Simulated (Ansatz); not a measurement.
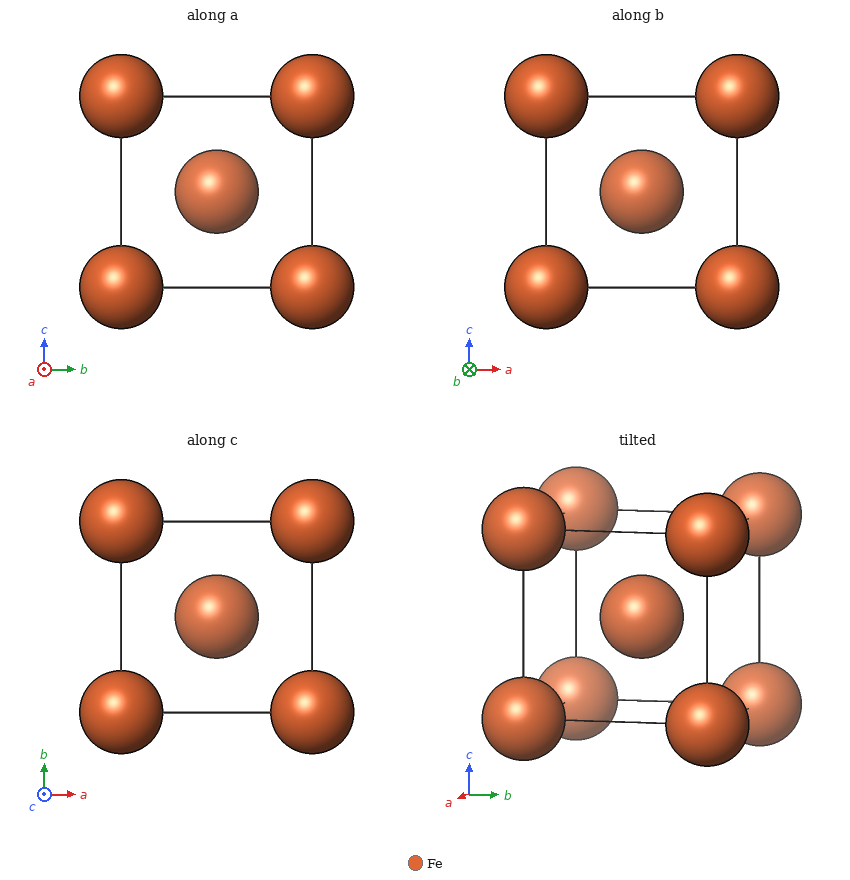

A spheres-only rendering, viewed along the a axis, along the b axis, along the c axis and slightly off an axis. The conventional unit cell is outlined; an atom on or near a face, edge or corner is repeated at each equivalent position.

Lattice parameters: a = 2.8700 Å, b = 2.8700 Å, c = 2.8700 Å, α = 90.000°, β = 90.000°, γ = 90.000°.

### Express the structure as a CIF with its space group and independent sites.

```cif
data_structure
_symmetry_space_group_name_H-M 'I m -3 m'
_symmetry_Int_Tables_number 229
_cell_length_a 2.8700
_cell_length_b 2.8700
_cell_length_c 2.8700
_cell_angle_alpha 90.000
_cell_angle_beta 90.000
_cell_angle_gamma 90.000
_cell_volume 23.64
loop_
_atom_site_label
_atom_site_type_symbol
_atom_site_symmetry_multiplicity
_atom_site_Wyckoff_symbol
_atom_site_fract_x
_atom_site_fract_y
_atom_site_fract_z
_atom_site_occupancy
Fe1 Fe 2 a 0.0000 0.0000 0.0000 1
```

The structure was taken from the standard structure of this element. Earlier steps of the study may have refined or changed the cell and positions. An electronic-structure calculation with Ansatz was run on it.

At this level of theory the cell isn't at rest (stretched, at -23 GPa), so its distances can differ from those at equilibrium, the more so the softer the solid.
